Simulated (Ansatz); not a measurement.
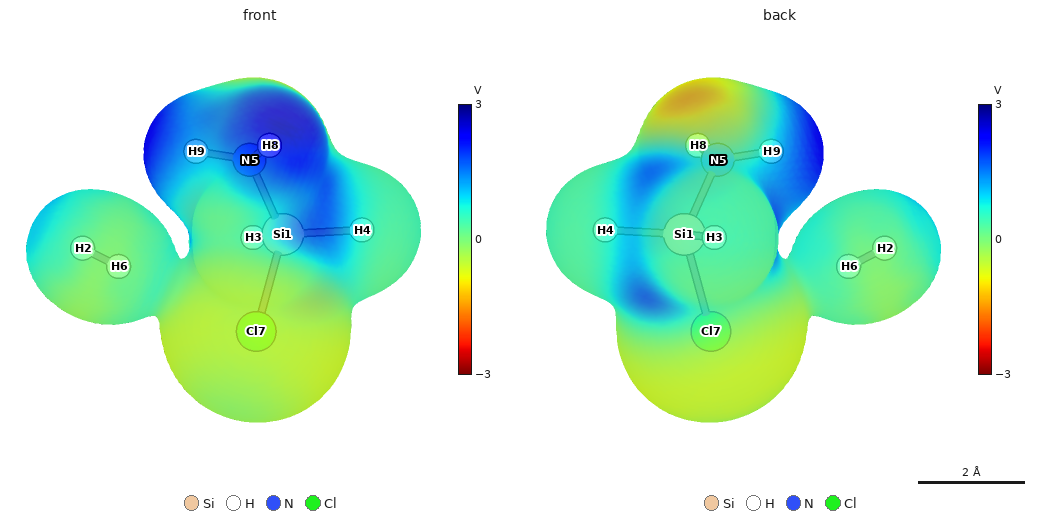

*ClH$_{4}$NSi···H$_{2}$. The molecular electrostatic potential painted on the density surface at 0.004 e/bohr³, seen from the front and from behind; red is negative and blue positive.*

All numbers below come from UKS PBE-D4/def2-SVP (Ansatz).

```xyz
9

Si   -0.7474    0.9689   -0.0552
H     1.5979   -2.3057   -1.0855
H    -1.9365    0.4128   -0.7758
H    -1.0100    2.3042    0.5706
N    -0.3132   -0.1361    1.2007
H     1.4784   -1.5499   -1.1738
Cl    0.7345    1.2887   -1.5229
H     0.4011    0.1434    1.8796
H    -0.2050   -1.1263    0.9623
```

Question: Which sites attract a positive test charge, and which a negative one?

Answer: A positive charge is drawn to the negative regions and a negative charge to the positive ones. The most negative region (about −1.2 V) lies over N5, the most positive (about +2.4 V) over H8. N5 is the likeliest acceptor of a hydrogen bond.
